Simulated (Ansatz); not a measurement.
# H₂O₂Si···H₂O: what the fields show

The calculation's input:

```
crystal:
  periodic: [false, false, false]
  atoms:
    - {symbol: Si, position_ang: [-0.759192, -0.051546, 0.969012]}
    - {symbol: O, position_ang: [0.231777, -1.114888, -0.968112]}
    - {symbol: H, position_ang: [-0.403914, -0.805659, -1.622727]}
    - {symbol: O, position_ang: [0.739037, 0.198109, 1.634165]}
    - {symbol: O, position_ang: [-1.005299, 1.224120, -0.082995]}
    - {symbol: H, position_ang: [0.112330, -2.067798, -0.904490]}
    - {symbol: H, position_ang: [1.404027, 0.734651, 1.194708]}
    - {symbol: H, position_ang: [-0.318765, 1.883012, -0.219563]}
basis:
  gaussian: {orbitals: def2-TZVPP}
hamiltonian: {xc: pbe0, dispersion: d4}
output: {orbitals: {seedname: orbitals}}
```

Command:

```sh
ansatz run in.yaml --threads 2 --pin off --events-out ev --progress --plain --max-ram 4352MiB
```

The product side of a reaction path; geometry: PBE0-D4/def2-TZVP.

Level of theory: RKS PBE0-D4/def2-TZVPP in Ansatz 0.2.0.

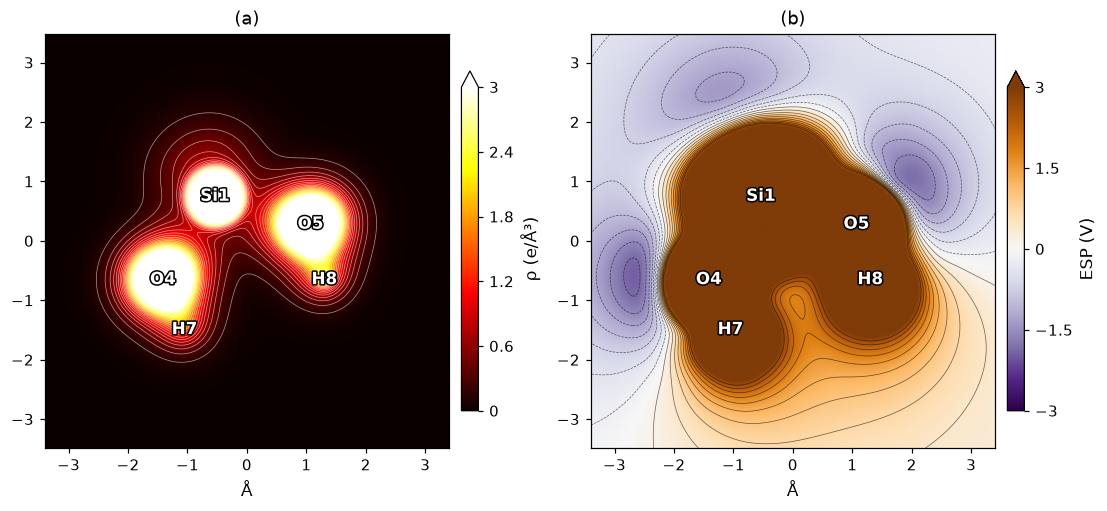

Figure 1. (a) electron density; (b) electrostatic potential on the plane of atoms Si1, O5 and H8.

> What do the fields say about this system?

The section cuts through Si, O and H sites. Si–O (1.66 Å): ρ is about 1.1 e/Å³ halfway. O–H (0.96 Å): the density is about 3.8 e/Å³ at the midpoint. Outside the dense part of the complex the potential is most negative (−2.0 V) near O4.

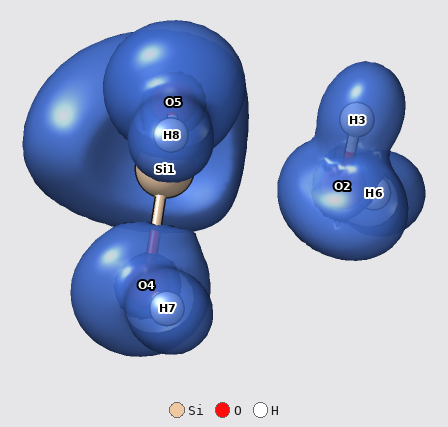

Figure 2. Isosurface of the ELF at 0.75 (blue), seen at a tilt. Only the valence region is drawn (cores and ρ < 0.01 e/Å³ removed).

> Describe the localisation domains.

At this value the surface marks out one lobe on Si, pointing away from the bonds (lone pairs) and three joined regions spread over several atoms (H, O), in which their bonds and any lone pairs are merged.


Si1···O2 (2.42 Å): the ELF is about 0.25 at the midpoint. Si–O (1.66 Å): the ELF peaks at about 0.85 between the atoms: a shared but strongly polarised pair.

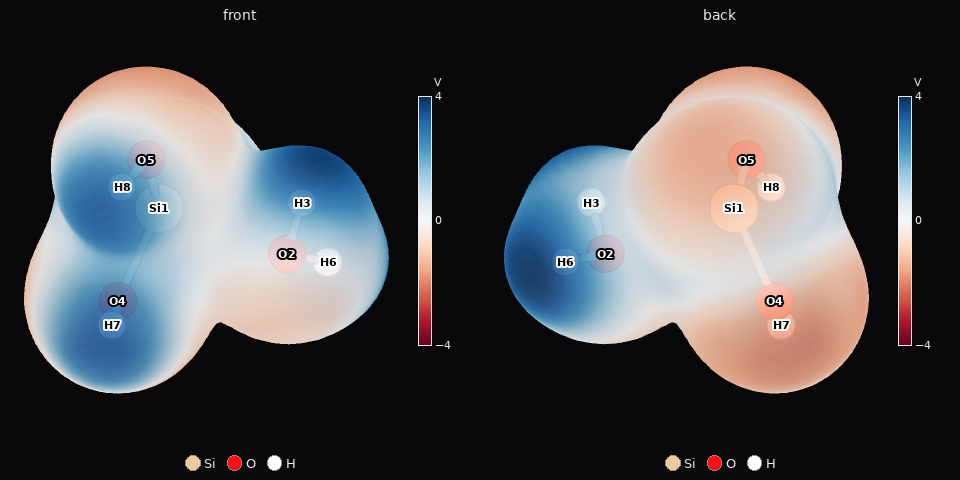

Figure 3. The electrostatic potential painted on the density surface at 0.004 e/bohr³, seen from the front and from behind; red is negative and blue positive.

> Describe the electrostatic potential map.

The most negative region (about −1.8 V) lies over O4, the most positive (about +3.9 V) over H3 and H6. O4 is the likeliest acceptor of a hydrogen bond.

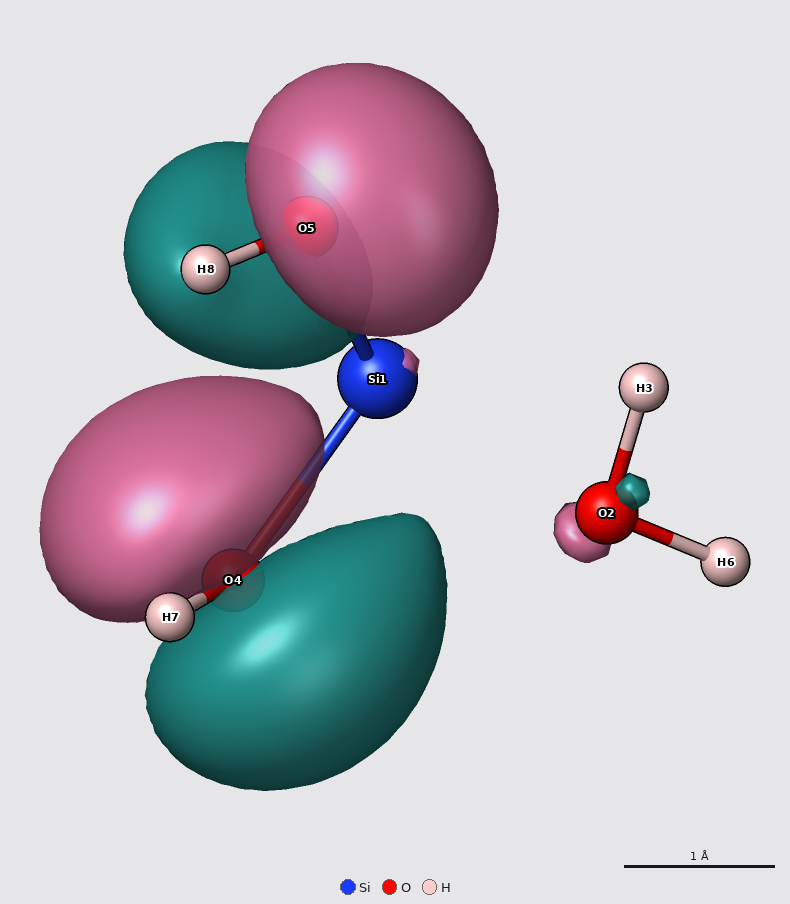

Figure 4. The HOMO−1 at ±0.1 Å⁻³ᐟ² (teal and pink are the two phases), seen at a tilt.

> Describe this orbital and give its energy.

Its weight (Hirshfeld) is mainly on O4 (about 55 %) and O5 (about 30 %); largely a combination of lone pairs on O4 and O5. Its energy is −9.05 eV.
